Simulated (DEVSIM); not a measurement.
Structure: Pd/Al2O3/SiO2/n-Si capacitor, at 300 K.

| layer (left to right) | material | thickness (nm) | Nd (cm⁻³) |
|---|---|---|---|
| 1 | Al2O3 | 21.0 | - |
| 2 | SiO2 | 1.40 | - |
| 3 | Si | 13000 | 4.2e14 |

Metal gate on the left, work function 5.2 eV. Fixed charge at the semiconductor interface 0 cm⁻² (in units of +e); no interface traps.

This is a model device: material constants are rounded textbook-type values typed into the input, and sizes, dopings and lifetimes were drawn at random. Values at 300 K.

| parameter | Al2O3 | SiO2 | Si |
|---|---|---|---|
| gap (eV) | 6.8 | 9 | 1.124 |
| affinity (eV) | 1.35 | 0.9 | 4.05 |
| permittivity | 9 | 3.9 | 11.7 |
| Nc (cm⁻³) | - | - | 2.86e19 |
| Nv (cm⁻³) | - | - | 3.1e19 |

Model (solved in DEVSIM): 1D Poisson equation in equilibrium, Boltzmann statistics, complete ionisation; no quantum confinement or tunnelling. Metal contacts follow the ideal Schottky-Mott rule: no Fermi-level pinning, no interface dipoles.

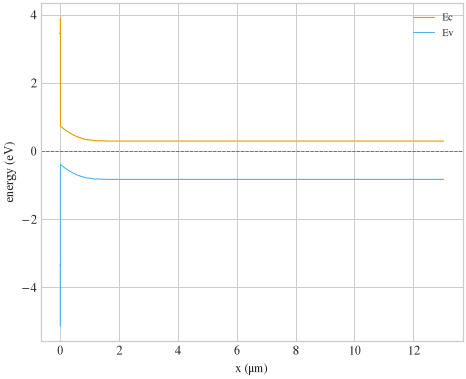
Figure: Band edges at 0.4 V on the gate

Energies count from the Fermi level of the right contact; mesh points crowd at the junctions.

```csv
x (μm),Ec (eV),Ev (eV),n (cm⁻³),p (cm⁻³),field (V/cm)
0.000,3.450,-3.350,< 1e2,< 1e2,-9500
0.002018,3.448,-3.352,< 1e2,< 1e2,-9500
0.006897,3.443,-3.357,< 1e2,< 1e2,-9500
0.01544,3.435,-3.365,< 1e2,< 1e2,-9500
0.02031,3.431,-3.369,< 1e2,< 1e2,-9500
0.02151,3.879,-5.121,< 1e2,< 1e2,-22000
0.02240,0.727,-0.397,1.8e7,6.6e12,-12000
0.02590,0.724,-0.400,1.9e7,6.0e12,-7300
0.03411,0.718,-0.406,2.4e7,4.8e12,-7300
0.05806,0.701,-0.423,4.8e7,2.4e12,-7100
0.1230,0.656,-0.468,2.7e8,4.3e11,-6700
0.4298,0.482,-0.642,2.3e11,5.1e8,-4700
1.190,0.301,-0.823,2.5e14,460000,-600
3.362,0.288,-0.836,4.2e14,280000,≈ 0
9.723,0.288,-0.836,4.2e14,280000,≈ 0
11.87,0.288,-0.836,4.2e14,280000,≈ 0
12.62,0.288,-0.836,4.2e14,280000,≈ 0
12.88,0.288,-0.836,4.2e14,280000,≈ 0
12.99,0.288,-0.836,4.2e14,280000,≈ 0
13.01,0.288,-0.836,4.2e14,280000,≈ 0
13.02,0.288,-0.836,4.2e14,280000,≈ 0
13.02,0.288,-0.836,4.2e14,280000,≈ 0
```
